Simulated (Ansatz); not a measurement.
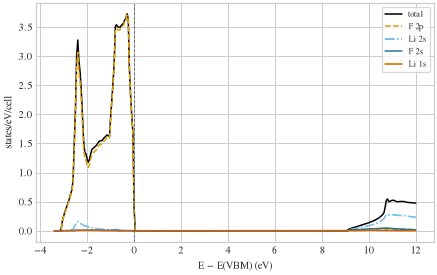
Total and projected density of states of LiF (rock salt, space group No. 225), DFT-PBEsol in the program Ansatz with PAW potentials

### Question
Which orbitals carry the states next to the gap?

### Answer
Top 1 eV of the valence band: F 2p 99 %. Bottom 1 eV of the conduction band: Li 2s 61 %, F 2s 25 %, Li 1s 8 %. Projections are on Löwdin-orthogonalised atomic valence shells; empty p or d shells of many metals are not among them.

### Question
Where is the tallest occupied peak in this window, and what makes it?

### Answer
Near -0.3 eV, about 3.7 states/eV per cell; the largest projected share is F 2p.

Space group Fm-3m (rock salt). The cell was relaxed with PBEsol under the symmetry of its start.

Potentials: the later of the program's two PAW sets.
